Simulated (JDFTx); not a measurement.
```yaml
surface: Ru(0001)
bulk: Ru, P6_3/mmc, lattice of mp-33 (not re-optimised)
slab: 4 atoms in 4 planes, 1x1, 6.3 Å between the outermost planes
in-plane cell: 2.708 × 2.708 Å, 6.35 Å²
cell_height: 22.4 Å
sampling: 10×10×1 k mesh, Fermi smearing 0.01 Ha, no spin polarisation
```

Method: PBE, GBRV ultrasoft potentials, plane waves to 20/100 Ha, in a modified build of JDFTx. Liquid on both sides: CANDLE, water, 1 M NaCl; nuclei fixed. SHE scale: U = −μ/e − 4.44 V, by convention.

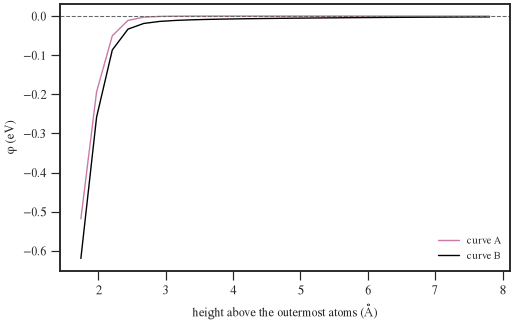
Fig. 1. Plane-averaged electrostatic potential energy of an electron for two states of the electrode

Q: One curve is the neutral slab. Which, and what is the sign of the other's charge?

A: Curve A is neutral (potential of zero charge, 0.25 V). Curve B is positively charged, 2.2 μC/cm² at 0.40 V.
